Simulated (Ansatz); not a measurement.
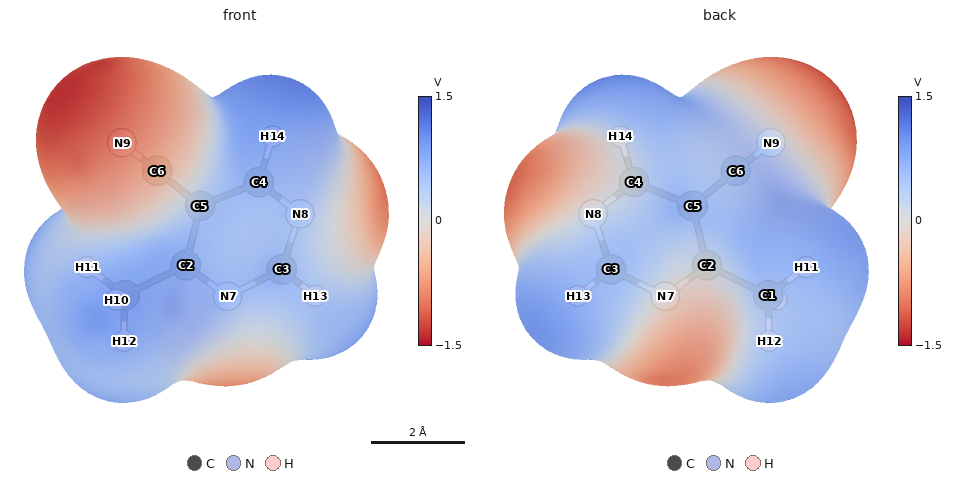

Figure 1: C$_{6}$H$_{5}$N$_{3}$. The molecular electrostatic potential painted on the density surface at 0.001 e/bohr³, seen from the front and from behind; the colour scale runs from red (negative) to blue (positive).

Geometry: B3LYP/def2-SVP.

Method: isolated molecule in a Gaussian basis; Kohn-Sham density functional theory, functional PBE0 in Ansatz 0.2.0.

Input

```
crystal:
  periodic: [false, false, false]
  atoms:
    - {symbol: C, position_ang: [-1.569812, 1.074915, 2.619486]}
    - {symbol: C, position_ang: [-0.553955, 0.041591, 2.229112]}
    - {symbol: C, position_ang: [0.839322, -1.674796, 2.823894]}
    - {symbol: C, position_ang: [0.845779, -1.104488, 0.635925]}
    - {symbol: C, position_ang: [-0.107714, -0.104621, 0.890597]}
    - {symbol: C, position_ang: [-0.605142, 0.729228, -0.161988]}
    - {symbol: "N", position_ang: [-0.062921, -0.758703, 3.178924]}
    - {symbol: N, position_ang: [1.320542, -1.889794, 1.598302]}
    - {symbol: N, position_ang: [-1.012960, 1.407808, -1.011617]}
    - {symbol: H, position_ang: [-1.217468, 2.088101, 2.366640]}
    - {symbol: H, position_ang: [-2.514319, 0.923379, 2.071979]}
    - {symbol: H, position_ang: [-1.759573, 1.012585, 3.697934]}
    - {symbol: H, position_ang: [1.224827, -2.317839, 3.624402]}
    - {symbol: H, position_ang: [1.224334, -1.259427, -0.380722]}
basis:
  gaussian:
    orbitals: def2-SVPD
hamiltonian:
  xc: pbe0
output: {forces: true, orbitals: {seedname: orbitals}}
```

Command:

```sh
ansatz run input.yaml --threads 2 --pin off --max-ram 5220MiB --events-out events.jsonl --progress --plain --runs-dir runs
```

Question: Describe the electrostatic potential map.

Answer: The most negative region (about −1.4 V) lies over N9, the most positive (about +1.1 V) over H14. N9 is the likeliest acceptor of a hydrogen bond.

Question: How polar is the molecule by this calculation?

Answer: Its dipole moment is 1.95 D.
